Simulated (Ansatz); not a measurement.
Cost and result by functional for the adsorption energy of CO on the 1x1 (111) surface of fcc Pd, one in a 2x2 cell, started at the site 'hollow Pd-Pd-Pd over Pd at depth 2.3 Å', in Ansatz (plane waves, PAW). Single points on the PBE structure, on one kind of machine; costs are rough ratios of the slab run's core time (references not counted) to the cheapest single point. r2SCAN's cost holds its higher cutoff (500 against 420 eV). Differences are taken against r2SCAN for comparison alone: no measured value is at hand, so the table doesn't rank accuracy.

Set-up: 18 atoms, 6.8 Å thick at the start under the adsorbate (thin: gaps and levels are the slab's own); mesh 6x6x1; 0.1 eV smearing; dipole correction on; 8 atoms held, the rest relaxed; start symmetry kept, larger cells not searched; no spin, no spin-orbit, no U, no dispersion correction. At the end it is bonded to 3 Pd. In PBE it is, or lies within 0.03 eV of, the lowest of the starts that converged. These notes are the PBE run's. Adsorption energies are against CO(g). A negative adsorption energy means that the adsorbate is more stable on the surface than in its reference.

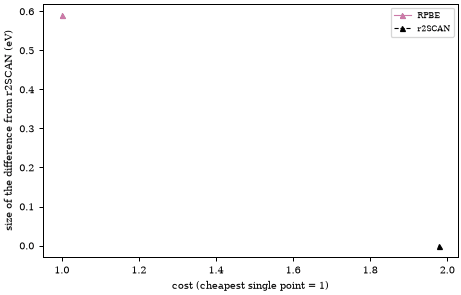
Figure. Difference from r2SCAN against cost

| functional | relative cost | adsorption energy (eV) | less r2SCAN (eV) |
|---|---|---|---|
| RPBE | 1 | -1.59 | 0.59 |
| r2SCAN | 2 | -2.18 | 0.00 |
| PBE (the relaxed run's value) | – | -1.99 | 0.19 |

The values span 0.59 eV, while the single points' costs differ by a factor of roughly 2. Differences are of unrounded values.

Ansatz is a program for electronic structure.
